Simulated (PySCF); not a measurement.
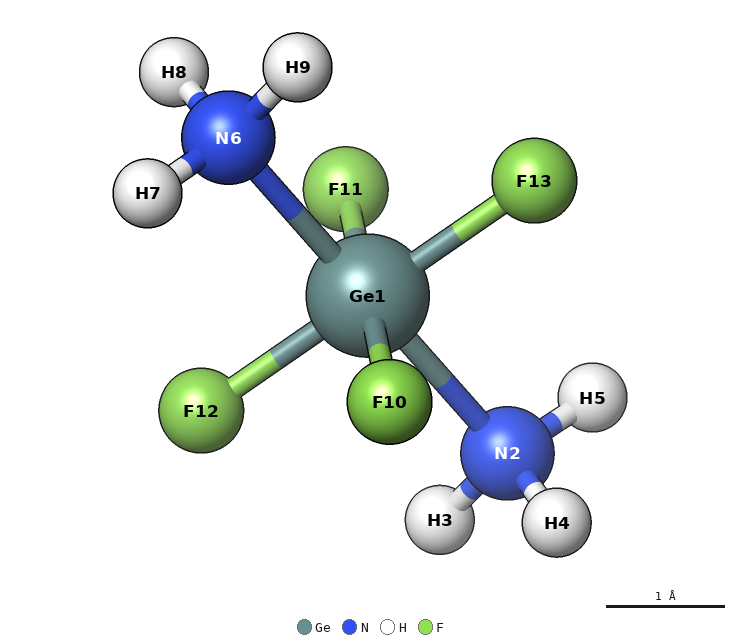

Computed geometry: PBE0-D3(BJ)/def2-SVP optimisation. No frequency run is at hand to confirm it as a minimum.

List the bonds and their lengths.

```tsv
bond	length (Å)
Ge1–N2	2.031
Ge1–N6	2.032
Ge1–F10	1.779
Ge1–F11	1.778
Ge1–F12	1.778
Ge1–F13	1.778
N2–H3	1.020
N2–H4	1.020
N2–H5	1.019
N6–H7	1.019
N6–H8	1.020
N6–H9	1.020
```
